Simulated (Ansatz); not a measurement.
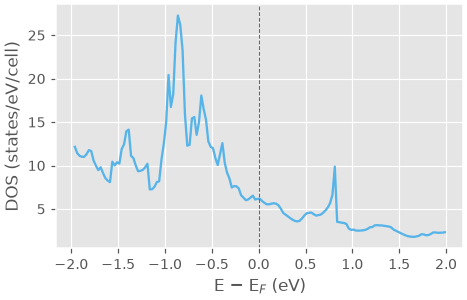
*Density of states of LaRh3Ni2 (P6/mmm) near the Fermi level, Ansatz (a first-principles code) with PBEsol, rigid bands.*

Question: With 6 atoms a cell, what bare Sommerfeld coefficient γ = (π²/3) k_B² N(E_F) follows?

Answer: N(E_F) ≈ 6.1 states/eV a cell at 300 K, so γ ≈ 2.4 mJ/(mol of atoms·K²), before electron-phonon enhancement.

Question: How far does the Fermi level move in a rigid band for 0.1 electron a cell added or removed?

Answer: 17 meV and -16 meV.

A metal at this level (no band gap); rigid bands, thermally averaged at 300 K, both spins. Spin-orbit coupling is left out. Geometry: cell and atoms relaxed with PBEsol.

Computed structure, not matched to a measured one here, so possibly hypothetical: LaRh3Ni2 (P6/mmm). Treated as nonmagnetic (a ferromagnetic start lost its moment, other orders weren't tried): LaRh3Ni2 (P6/mmm).
